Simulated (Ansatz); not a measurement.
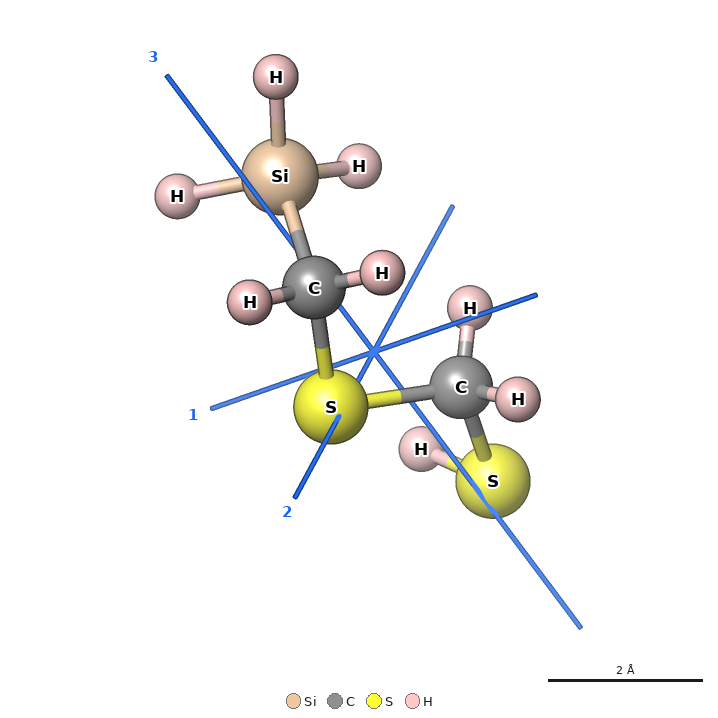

The three principal axes of inertia are drawn and numbered. Depth is shown by fading: the farther an atom, the more it takes the colour of the background. Computed geometry: PBE-D4/def2-SVP optimisation. No frequency run is at hand to confirm it as a minimum. Masses are those of the most abundant isotopes; constants are for the rigid equilibrium geometry.

### Which line is the a axis (least moment of inertia), which b and which c?

a is line 3, b is line 2, c is line 1; the moments are 97.8, 503, 555 u Å².

### Classify the rotor and give the rotational constants (cm⁻¹).

An asymmetric top (C1): A = 0.172, B = 0.0335, C = 0.0304 cm⁻¹. Ray's parameter κ is −0.96, close to the prolate limit.
